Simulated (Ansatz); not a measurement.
# SrTlH: a single point and what it writes

One self-consistent run on SrTlH (a structure type of another compound, with these elements put in), nothing relaxed, to see its forces and stress, its levels, and how its atoms share the electrons.

Program: Ansatz 0.2.0. Level of theory: DFT, PBE, no spin polarisation, plane waves, PAW. These are calculated values, not measurements.

## (1) Geometry

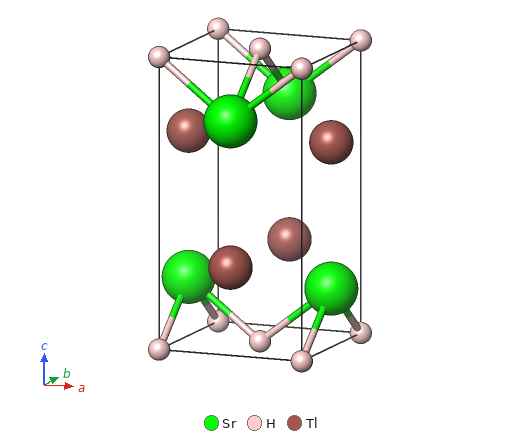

The structure slightly off an axis: strontium green, hydrogen pink, thallium brown.

The structure is tetragonal, space group P4/nmm (No. 129). Conventional cell: a = 4.159 Å, b = 4.159 Å, c = 8.039 Å, α = 90.00°, β = 90.00°, γ = 90.00°. Sr (site symmetry 4mm) is surrounded by 4 H at 2.63 Å. H (site symmetry -4m2) is surrounded by 4 Sr at 2.63 Å and 4 Tl at 3.18 Å. Tl (site symmetry 4mm) is surrounded by 4 Sr at 3.05 Å and 4 H at 3.18 Å.

Its coordinates follow in the input file.

Its first density is an earlier solution for the same cell, read from a checkpoint.

## (2) The run

input.yaml

```yaml
crystal:
  lattice:
    - [4.15854, 0.0, 0.0]
    - [0.0, 4.15854, 0.0]
    - [0.0, 0.0, 8.039273]
  atoms:
    - { symbol: Sr, position: [0.0, 0.5, 0.2] }
    - { symbol: Sr, position: [0.5, 0.0, 0.8] }
    - { symbol: H, position: [0.0, 0.0, 0.0] }
    - { symbol: H, position: [0.5, 0.5, 0.0] }
    - { symbol: Tl, position: [0.0, 0.5, 0.7] }
    - { symbol: Tl, position: [0.5, 0.0, 0.3] }
  symmetry: { tolerance: 0.0003 }
kpoints:
  mp_grid: { grid: [6, 6, 3], shift: [0, 0, 0] }
  band_path:
    path:
      - [0.0, 0.0, 0.0]
      - [0.0, 0.5, 0.0]
      - [0.5, 0.5, 0.0]
      - [0.0, 0.0, 0.0]
      - [0.0, 0.0, 0.5]
      - [0.0, 0.5, 0.5]
      - [0.5, 0.5, 0.5]
      - [0.0, 0.0, 0.5]
      - [0.0, 0.5, 0.0]
      - [0.0, 0.5, 0.5]
      - [0.5, 0.5, 0.0]
    npoints: 6
magnetization:
  spin_polarized: false
scf:
  occupations: { method: cold, width: 0.011 }
  lower_state_search: "off"
  max_iter: 200
hamiltonian:
  pseudopotentials: { kind: paw }
  xc: pbe
basis:
  ecutwfc: 420
  fft_grid_basis: typed
output:
  forces: true
  stress: true
  eigenvalues: true
  bader: true
  populations: true
  elf: true
  write_potential: true
  volumetric_format: npy
  dos:
    e_range: [-12, 8]
    de: 0.05
    projected: { site_lists: { H: [H], Sr: [Sr], Tl: [Tl] } }
checkpoint:
  read: saved_state
```

The program printed:

```text
Warning: checkpoint.read: basis.xc_grid differs: saved 1, current 2 (points along each axis for each point of the dense box; where the key is left out runs that use forces, runs that use the stress, dielectric runs by a finite field, finite-displacement phonons, runs of phonons.displacement_patterns under a GGA or a meta-GGA, phonons by method: dfpt, dielectric runs by the response, runs on support functions, runs on PAW files under a meta-GGA or a hybrid on one, runs at kind: all_electron or under a hybrid on a GGA, runs under a text's formulas of a gradient, and runs on PAW files that evaluate rPW86 or Becke's exchange or LYP's correlation can take a finer level, which can go by the root key accuracy; a number is taken as typed: the saved number, typed, holds this deck to the state's level, where the deck is accepted there); the SCF iterates at this deck's level from the saved density; a trajectory continued from that state goes on on another energy surface; basis.xc_grid: 1, typed and accepted, keeps it on the saved one
Warning: RAYON_NUM_THREADS=1 ignored (pool sized by the plan → 1); use --threads N
Engine: ansatz 0.2.0, x86_64-unknown-linux-gnu
Pseudopotentials: kind: paw
Pseudopotential: Sr, paw, valence charge 10, recommended cutoff 420 eV (normal), Sr.paw.azcp
Pseudopotential: H, paw, valence charge 1, recommended cutoff 420 eV (normal), H.paw.azcp
Pseudopotential: Tl, paw, valence charge 13, recommended cutoff 420 eV (normal), Tl.paw.azcp
Functional definition: PBE
  parameter kappa = 0.804
  parameter beta = 0.06672455060314922
  exchange = pbe_x(kappa = kappa, mu = beta*pi^2/3)
  correlation = pbe_c(beta = beta)
Crystal: 6 atoms, lattice volume = 139.027 Å³
Basis set: ecut = 420 eV, 2699 PW (Γ), exchange–correlation on 60×60×108 points (8 copies of the dense FFT grid, shifted against one another)
Bands: 30, of which v1, the nominal top of the filled ones, is band 24 counted from 1 (23 counted from 0)
Symmetry: 16 space group operations
Space group: P4/nmm (ITA 129), of the structure as read, at distance tolerance 1.6e-3 Å
k-points: 20 of 108
Non-local potential: Sr, projectors of the file, l = 0: 3, l = 1: 2, l = 2: 2
Non-local potential: H, projectors of the file, l = 0: 2, l = 1: 1
Non-local potential: Tl, projectors of the file, l = 0: 2, l = 1: 2, l = 2: 2, l = 3: 1
PAW form: soft (Blöchl's): semilocal exchange-correlation on the pseudo side does not see the compensation charge
PAW one-centre angular grid: Sr, 110 points (default); XC on 64 Gauss nodes
PAW one-centre angular grid: H, 110 points (default); XC on 64 Gauss nodes
PAW one-centre angular grid: Tl, 590 points (default); XC on 64 Gauss nodes
Initial density: read from a saved state, or passed on in memory by an earlier SCF of this step, an earlier step, the calling program or the single point that the run made first
Initial wavefunctions: pseudopotential atomic-orbital guess
Functional: x = pbe(κ = 0.804, μ = 0.2195149727645171), c = pbe(β = 0.06672455060314922)
iter 1 solved again at ethr=5.99e-7 eV; its pass at ethr=3.10e-3 eV (dr2=2.87e-4 eV) is discarded
SCF iter   1: F=—  HF=-30008.186326 eV  |F-HF|=—  |Δ(HF+E_count)|=         —  Δρ=4.21e-4  dr2=2.78e-4  ethr=5.99e-7  ⟨swp⟩=3.1  Hψ=5488  notcnv=0
preconditioner: auto → Resta (q_TF=auto, 2.285 Å⁻¹)  ε∞=3.5  [insulator: Δε(μ)=0.010 eV  Ē_g=13.293 eV  σ=0.011 eV  W_gap=0.62  n_scr=36 (ndim 8)  ℏωp=20.9 eV  f_vac=0.000  D(μ)=14.97/eV (n_scr^D=194)  ε∞_Penn≈3.5]
SCF iter   2: F=—  HF=-30008.186407 eV  |F-HF|=—  |Δ(HF+E_count)|=   8.13e-5  S|Δr|=    0.00e0  Δρ=2.10e-4  dr2=5.83e-5  ethr=5.78e-7  ⟨swp⟩=2.0  Hψ=876  notcnv=0
SCF iter   3: F=—  HF=-30008.186448 eV  |F-HF|=—  |Δ(HF+E_count)|=   4.13e-5  S|Δr|=    0.00e0  Δρ=4.82e-5  dr2=3.24e-6  ethr=1.22e-7  ⟨swp⟩=3.0  Hψ=1051  notcnv=0
SCF iter   4: F=—  HF=-30008.186450 eV  |F-HF|=—  |Δ(HF+E_count)|=   1.76e-6  S|Δr|=    0.00e0  Δρ=1.22e-5  dr2=2.23e-7  ethr=6.75e-9  ⟨swp⟩=3.0  Hψ=1051  notcnv=0
SCF iter   5: F=-30008.186450 eV  HF=-30008.186450 eV  |F-HF|=1.91e-9  |Δ(HF+E_count)|=   3.62e-8  S|Δr|=    0.00e0  Δρ=3.02e-6  dr2=2.48e-8  ethr=2.08e-10  ⟨swp⟩=10.6  Hψ=4416  notcnv=0
SCF 1 converged in 5 iterations: F = -30008.186450 eV  dr2 = 2.48e-8
NSCF: frozen V_eff on 61 k-points
SCF converged after 5 iterations
Stability not checked: this state was not tested for a lower state beside it, because cold or Methfessel-Paxton smearing, or corrected tetrahedra, fill the levels in a way that the test cannot read (fill_not_monotonic; see scf.lower_state_search)
Free energy (F): -30008.186450 eV
Harris-Foulkes:  -30008.186450 eV  (|F-HF|=1.91e-9)
Internal energy: -30008.186007 eV  (E = F + TS)
E sigma→0 (E₀):  -30008.186302 eV
Entropy (-TS):   -0.000444 eV (-0.074 meV/atom)
Fermi energy:    8.602308 eV
--- Per-component energies (eV) ---
  E_band       = -231.167525
  E_kinetic    = 1188.864268
  E_local      = -3402.430375  (includes V_loc(G=0)·N_el)
  E_nonlocal   = 1040.804351
  E_hartree    = 1101.077507
  E_xc         = -828.570049
  E_vxc        = -634.991293  (∫ρ·V_xc dr)
  E_paw        = -25717.031666  (= ΣΔE_a)
  E_vpaw       = -625.567511  (= ΣTr[D̂ρ^β])
  E_aug_tail   = -0.002150  (compensation charges beyond the density's cutoff)
  E_ewald      = -3390.897893
  E_smearing   = -0.000444  (= −TS)
  E_closure    = 0.000000  (closes the sum)
  Σ components = -30008.186450   (vs F -30008.186450, Δ=0.00e0)
--- Forces (eV/Å), atoms counted from 1 ---
  atom   1  Sr     0.00000000     0.00000000    -1.73852827
  atom   2  Sr     0.00000000     0.00000000     1.73852827
  atom   3  H      0.00000000     0.00000000     0.00000000
  atom   4  H      0.00000000     0.00000000    -0.00000000
  atom   5  Tl     0.00000000     0.00000000    -1.55773814
  atom   6  Tl     0.00000000     0.00000000     1.55773814
  max |Σ_I F_I| component: 2.22e-16 eV/Å
--- Stress (GPa, compression-positive) ---
       10.267537       0.000000       0.000000
        0.000000      10.267537       0.000000
        0.000000       0.000000      -1.888060
  P = ⅓ Tr σ = 6.2157 GPa (62.157 kbar)
--- Band table (eV; the first three rows and the last of 20) ---
  k-point 0: bands = ["-26.9535", "-26.9450", "-9.0747", "-9.0618", "-9.0618", "-9.0319", "-9.0319", "-8.9533", "-3.7991", "-3.7949", "-3.7813", "-3.7767", "-3.6098", "-3.5895", "-3.5690", "-3.5690", "-3.5263", "-3.5263", "0.2508", "1.4011", "4.4153", "6.3560", "8.5920", "9.9284", "10.2785", "10.4179", "10.4179", "11.3931", "11.3931", "12.0282"]
  k-point 1: bands = ["-26.9533", "-26.9451", "-9.0689", "-9.0615", "-9.0615", "-9.0321", "-9.0321", "-8.9607", "-3.7967", "-3.7945", "-3.7817", "-3.7791", "-3.6032", "-3.5929", "-3.5689", "-3.5689", "-3.5262", "-3.5262", "0.4765", "1.0475", "4.8902", "6.3579", "7.2252", "10.1850", "10.3543", "10.3543", "11.4494", "11.4494", "11.5715", "12.0397"]
  k-point 2: bands = ["-26.9504", "-26.9430", "-9.1311", "-9.1008", "-9.0690", "-9.0555", "-9.0433", "-8.9439", "-3.7651", "-3.7594", "-3.7546", "-3.7453", "-3.6050", "-3.5916", "-3.5761", "-3.5629", "-3.5352", "-3.5331", "0.5437", "1.6302", "4.5000", "6.1528", "8.6022", "8.7226", "9.6354", "10.1694", "10.3736", "10.6801", "11.7240", "11.7416"]
  k-point 19: bands = ["-26.9320", "-26.9320", "-9.2544", "-9.2544", "-9.1911", "-9.1911", "-8.9666", "-8.9666", "-3.7611", "-3.7611", "-3.6014", "-3.6014", "-3.5714", "-3.5714", "-3.5576", "-3.5576", "-3.5346", "-3.5346", "2.0613", "2.0613", "5.4674", "5.4674", "7.3774", "7.3774", "8.7428", "8.7428", "8.7534", "8.7534", "12.9492", "12.9492"]
--- Löwdin populations: 6 sites ---
  site symbol       q [e]
     0     Sr      8.2885
     1     Sr      8.2885
     2      H      1.5139
     3      H      1.5139
     4     Tl     13.9301
     5     Tl     13.9301
  spilling = 0.011146 (of n_electrons = 48.000000)
--- Bader charges: 6 sites ---
  site symbol  charge [e]  shift [e]
     0     Sr      1.2560     0.0000
     1     Sr      1.2560     0.0000
     2      H     -0.6689     0.0000
     3      H     -0.6689     0.0000
     4     Tl     -0.5871     0.0000
     5     Tl     -0.5871     0.0000
  estimated error of the sums over rays = 3.4e-4 e
```

It took 34 s on 1 thread of an x86-64 CPU, shared host; peak memory 0.48 GiB.

## (3) Forces and stress

The largest forces, with each atom's nearest neighbour:

| atom | force (eV/Å) | nearest | distance (Å) | direction |
| --- | --- | --- | --- | --- |
| Sr2 | 1.739 | H3 | 2.63 | (others are as near) |
| Sr1 | 1.739 | H3 | 2.63 | (others are as near) |
| Tl5 | 1.558 | Sr2 | 3.05 | (others are as near) |
| Tl6 | 1.558 | Sr1 | 3.05 | (others are as near) |

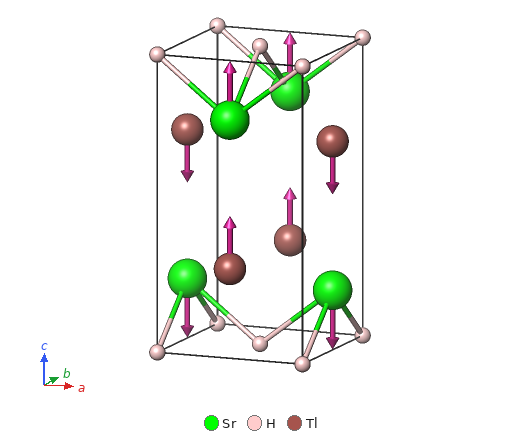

Forces as arrows; the longest is 1.74 eV/Å.

Principal stresses (compression positive): -1.89, 10.27, 10.27 GPa; their mean, the pressure, is 6.22 GPa.

## (4) Band structure

Levels near the Fermi level at the path's corners (eV):

| point | band 24 | band 25 | band 26 | band 27 | band 28 | band 29 |
| --- | --- | --- | --- | --- | --- | --- |
| Γ | 1.33 | 1.68 | 1.82 | 1.82 | 2.79 | 2.79 |
| X | -1.75 | 0.84 | 0.84 | 2.11 | 2.11 | 3.07 |
| M | -1.17 | 0.06 | 0.06 | 0.63 | 0.63 | 2.99 |
| Γ | 1.33 | 1.68 | 1.82 | 1.82 | 2.79 | 2.79 |
| Z | 1.55 | 1.73 | 1.73 | 2.86 | 2.86 | 3.40 |
| R | -0.91 | 0.54 | 0.54 | 0.80 | 0.80 | 4.36 |
| A | -1.24 | 0.02 | 0.02 | 0.18 | 0.18 | 4.55 |
| Z | 1.55 | 1.73 | 1.73 | 2.86 | 2.86 | 3.40 |
| X | -1.75 | 0.84 | 0.84 | 2.11 | 2.11 | 3.07 |
| R | -0.91 | 0.54 | 0.54 | 0.80 | 0.80 | 4.36 |
| M | -1.17 | 0.06 | 0.06 | 0.63 | 0.63 | 2.99 |

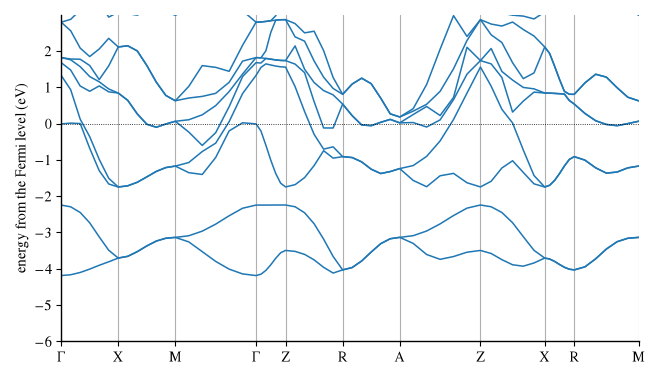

Bands along the path (those far from the Fermi level are not drawn).

## (5) Density of states

Counts of states in windows (eV from the Fermi level; tetrahedra), total and projected:

| from | to | total | H s | Sr s | Tl s | Tl p |
| --- | --- | --- | --- | --- | --- | --- |
| -8.0 | -7.0 | 1.10 | 0.03 | 0.28 | 0.68 | 0.07 |
| -7.0 | -6.0 | 2.85 | 0.04 | 0.19 | 2.41 | 0.10 |
| -6.0 | -5.0 | 0.00 | 0.00 | 0.00 | 0.00 | 0.00 |
| -5.0 | -4.0 | 0.04 | 0.02 | 0.00 | 0.00 | 0.01 |
| -4.0 | -3.0 | 3.08 | 1.86 | 0.22 | 0.23 | 0.59 |
| -3.0 | -2.0 | 0.88 | 0.70 | 0.01 | 0.01 | 0.08 |
| -2.0 | -1.0 | 2.41 | 0.17 | 0.08 | 0.09 | 1.86 |
| -1.0 | 0.0 | 1.70 | 0.12 | 0.06 | 0.08 | 1.24 |
| 0.0 | 1.0 | 3.85 | 0.12 | 0.08 | 0.05 | 2.91 |
| 1.0 | 2.0 | 3.17 | 0.19 | 0.06 | 0.02 | 2.13 |

The bands computed are complete only to about 3.0 eV above the Fermi level.

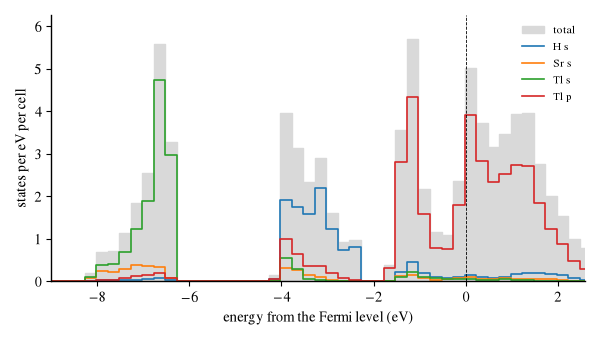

Total and projected density of states, in bins of 0.25 eV.

## (6) Atomic charges

Gathered by element (positive charge: electrons given up): Löwdin charges also hold the electrons that the projection spills.

| element | atoms | Bader charge (e) | Bader volume (Å³) | Löwdin charge (e) |
| --- | --- | --- | --- | --- |
| Sr | 2 | +1.26 | 19.3 | +1.71 |
| H | 2 | -0.67 | 11.6 | -0.51 |
| Tl | 2 | -0.59 | 38.6 | -0.93 |

The Löwdin projection spills 1.1 % of the electrons and depends on the orbitals chosen; where it disagrees with Bader's partition, neither is an observable.

## (7) Fields in real space

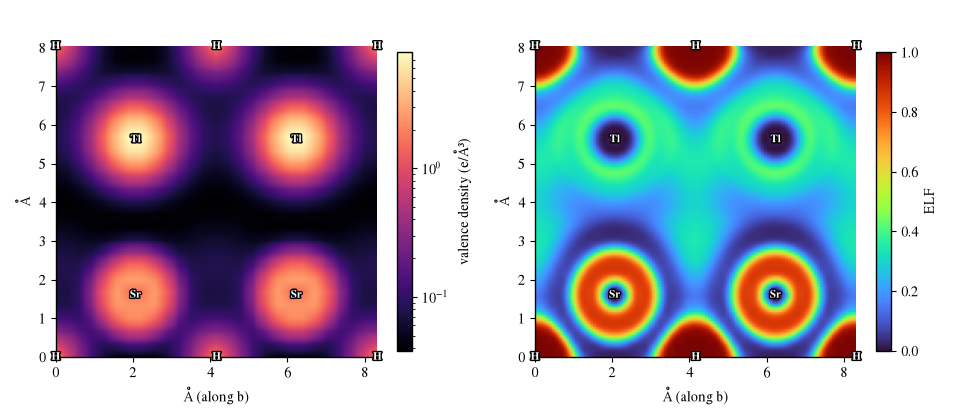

Valence density (left, log scale) and ELF (right) in the plane spanned by b and c at height 0.000 along a (axes of the input's cell); atoms within 0.2 Å are lettered, 2×1 cells. Inside the augmentation spheres the fields are the smooth ones.

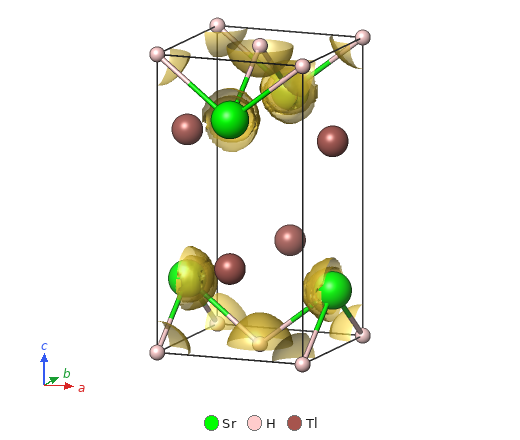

Surface of ELF = 0.85 in one cell.

Scans along the contacts give these minima of the density:

| contact | length (Å) | minimum at (fraction) | density (e/Å³) | ELF |
| --- | --- | --- | --- | --- |
| Sr1–H3 | 2.628 | 0.57 | 0.118 | 0.11 |
| H3–H4 | 2.941 | 0.50 | 0.055 | 0.09 |
| Sr1–Tl6 | 3.048 | 0.47 | 0.167 | 0.12 |
| Tl5–H3 | 3.184 | 0.60 | 0.086 | 0.19 |

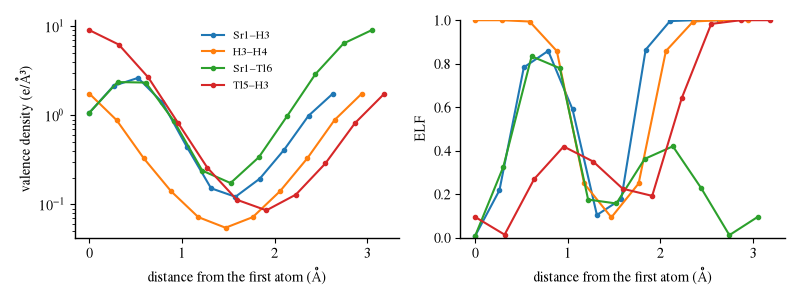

Smooth valence density and ELF along the contacts, at tenths of each length.

## (8) Outcome

| quantity | value |
| --- | --- |
| largest force | 1.739 eV/Å on Sr |
| pressure | 6.2 GPa |
| formation energy (elements from separate runs) | 0.05 eV/atom |
| character | metal |
| density of states, mean within 0.25 eV of the Fermi level | 3.7 per eV per cell |
| Bader charges | Sr +1.26, H -0.67, Tl -0.59 e |

Bands cross the Fermi level: a metal; within 0.25 eV of the Fermi level the density of states averages 3.7 per eV per cell, mostly Tl p (77 %). Against the elements' reference phases (Sr fcc, H2 molecule, Tl hcp; separate runs with the same functional) the formation energy is 0.05 eV per atom, so at this geometry it is not bound against them. By Bader's partition Sr gives up most (+1.26 e) and H takes most (-0.67 e). Sr feels the largest force, 1.74 eV/Å, so the positions are not relaxed.
